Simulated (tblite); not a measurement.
**Geometry relaxation, with input and output: BCl3**

- system: BCl3
- method: GFN2-xTB geometry optimisation, gas phase (tblite 0.8.0)

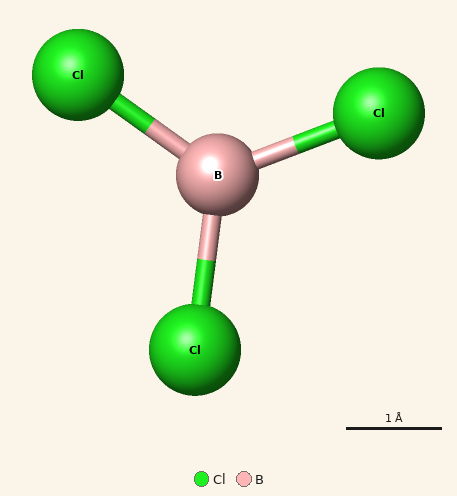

Figure 1. The structure as given in the input (ball-and-stick view, seen on its broad side). Bond lengths as drawn: B–Cl 1.81 to 1.86 Å.

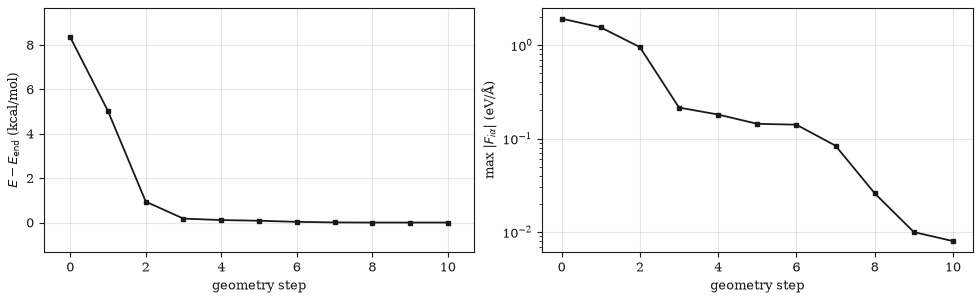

Figure 2. Progress of the relaxation, step by step (steps are counted from 0).

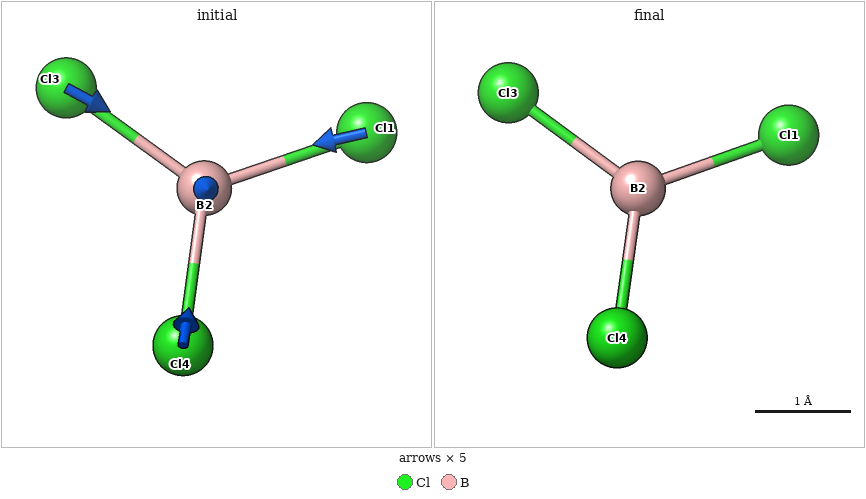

Figure 3. Before (left) and after (right) the relaxation, at one scale (ball-and-stick view, seen at a tilt). The blue arrows give the displacements, magnified 5 times. After 10 geometry steps the energy has fallen by 8.35 kcal/mol. Largest force component: 1.9 eV/Å at the start, 0.008 eV/Å at the end. The atom that moves furthest after the best rigid fit is Cl1 (0.12 Å). By element the largest moves are Cl 0.12 Å, B 0.08 Å. Among the contacts that change: B2–Cl4 1.857 → 1.723 Å, Cl1–B2 1.832 → 1.724 Å, B2–Cl3 1.808 → 1.724 Å. Among the angles that change: Cl1–B2–Cl3 123.1° → 120.1°, Cl1–B2–Cl4 117.9° → 120.0°. (Atoms are counted from 1 in the order of the input.)

The input that produced these results follows, with the program's output.

**The input**
```
{"job": {"kind": "relax", "xc": "GFN2-xTB", "basis": "xTB"}, "charge": 0, "multiplicity": 1}
Cl    -0.892500    -1.602900    -0.031900
B     -0.026500     0.009000     0.056100
Cl    -0.887700     1.596700    -0.023500
Cl     1.827200     0.006800    -0.046400
```

The first line tells a small driver script what to run in tblite; the rest is the geometry in Å.

Launch command:
```bash
OMP_NUM_THREADS=1 python <driver script> task.json out
```

**What the program printed**
```
step      E/eV     max force
  0    -406.95562    1.936
  1    -407.09989    1.561
  2    -407.27684    0.955
  3    -407.31008    0.241
  4    -407.31281    0.193
  5    -407.31420    0.149
  6    -407.31633    0.143
  7    -407.31746    0.084
  8    -407.31769    0.026
  9    -407.31772    0.010
 10    -407.31773    0.008
```

**Trajectory as extended XYZ (Å, eV, eV/Å), 11 frames, from step=0 to step=10**
```
4
Properties=species:S:1:pos:R:3:forces:R:3 step=0 energy=-406.95562
Cl   -0.8925   -1.6029   -0.0319    0.8290   1.7300   0.1890
B    -0.0265    0.0090    0.0561    0.3290  -0.1030  -0.5710
Cl   -0.8877    1.5967   -0.0235    0.7670  -1.6210   0.1780
Cl    1.8272    0.0068   -0.0464   -1.9250  -0.0060   0.2050
4
Properties=species:S:1:pos:R:3:forces:R:3 step=1 energy=-407.09989
Cl   -0.8807   -1.5782   -0.0292    0.6580   1.4020   0.1600
B    -0.0218    0.0075    0.0479    0.3010  -0.1010  -0.4850
Cl   -0.8768    1.5735   -0.0209    0.5920  -1.2920   0.1510
Cl    1.7997    0.0067   -0.0434   -1.5510  -0.0090   0.1740
4
Properties=species:S:1:pos:R:3:forces:R:3 step=2 energy=-407.27684
Cl   -0.8323   -1.4751   -0.0175   -0.4310  -0.6090   0.0460
B     0.0004    0.0001    0.0123   -0.0950   0.0440  -0.1320
Cl   -0.8332    1.4785   -0.0099   -0.4270   0.5750   0.0500
Cl    1.6856    0.0061   -0.0307    0.9540  -0.0100   0.0360
4
Properties=species:S:1:pos:R:3:forces:R:3 step=3 energy=-407.31008
Cl   -0.8491   -1.5080   -0.0201    0.0170   0.1860   0.0720
B    -0.0064    0.0025    0.0204    0.1050  -0.0280  -0.2150
Cl   -0.8487    1.5089   -0.0123   -0.0180  -0.1470   0.0710
Cl    1.7247    0.0061   -0.0337   -0.1030  -0.0120   0.0730
4
Properties=species:S:1:pos:R:3:forces:R:3 step=4 energy=-407.31281
Cl   -0.8470   -1.5015   -0.0187   -0.0480   0.0580   0.0610
B    -0.0042    0.0018    0.0160    0.0660  -0.0090  -0.1810
Cl   -0.8473    1.5033   -0.0109   -0.0710  -0.0380   0.0600
Cl    1.7190    0.0060   -0.0322    0.0520  -0.0110   0.0600
4
Properties=species:S:1:pos:R:3:forces:R:3 step=5 energy=-407.31420
Cl   -0.8471   -1.4977   -0.0169   -0.0690  -0.0020   0.0480
B    -0.0020    0.0014    0.0107    0.0360   0.0070  -0.1440
Cl   -0.8481    1.5002   -0.0091   -0.0810   0.0040   0.0490
Cl    1.7177    0.0057   -0.0304    0.1130  -0.0090   0.0470
4
Properties=species:S:1:pos:R:3:forces:R:3 step=6 energy=-407.31633
Cl   -0.8494   -1.4925   -0.0129   -0.0690  -0.0550   0.0220
B     0.0022    0.0010   -0.0012   -0.0090   0.0280  -0.0660
Cl   -0.8517    1.4961   -0.0052   -0.0620   0.0320   0.0230
Cl    1.7194    0.0050   -0.0264    0.1410  -0.0050   0.0210
4
Properties=species:S:1:pos:R:3:forces:R:3 step=7 energy=-407.31746
Cl   -0.8526   -1.4906   -0.0097   -0.0360  -0.0410   0.0020
B     0.0049    0.0012   -0.0107   -0.0250   0.0290  -0.0050
Cl   -0.8558    1.4944   -0.0020   -0.0230   0.0140   0.0020
Cl    1.7240    0.0045   -0.0233    0.0840  -0.0020   0.0010
4
Properties=species:S:1:pos:R:3:forces:R:3 step=8 energy=-407.31769
Cl   -0.8542   -1.4912   -0.0089   -0.0100  -0.0090  -0.0030
B     0.0051    0.0018   -0.0129   -0.0140   0.0160   0.0100
Cl   -0.8574    1.4947   -0.0013   -0.0020  -0.0070  -0.0030
Cl    1.7270    0.0043   -0.0226    0.0260  -0.0010  -0.0030
4
Properties=species:S:1:pos:R:3:forces:R:3 step=9 energy=-407.31772
Cl   -0.8545   -1.4917   -0.0091   -0.0030   0.0040  -0.0020
B     0.0048    0.0021   -0.0125   -0.0030   0.0070   0.0070
Cl   -0.8576    1.4949   -0.0014    0.0000  -0.0100  -0.0020
Cl    1.7278    0.0043   -0.0227    0.0060  -0.0010  -0.0020
4
Properties=species:S:1:pos:R:3:forces:R:3 step=10 energy=-407.31773
Cl   -0.8546   -1.4918   -0.0092   -0.0020   0.0060  -0.0010
B     0.0046    0.0023   -0.0121    0.0020   0.0020   0.0050
Cl   -0.8575    1.4948   -0.0015   -0.0020  -0.0080  -0.0020
Cl    1.7280    0.0043   -0.0229    0.0020  -0.0010  -0.0020
```

**Results in brief**

| quantity | value |
| --- | --- |
| outcome | converged |
| total energy | −407.3177 eV |
| hardware | 1 CPU thread, shared host |
| peak memory | 0.19 GiB |
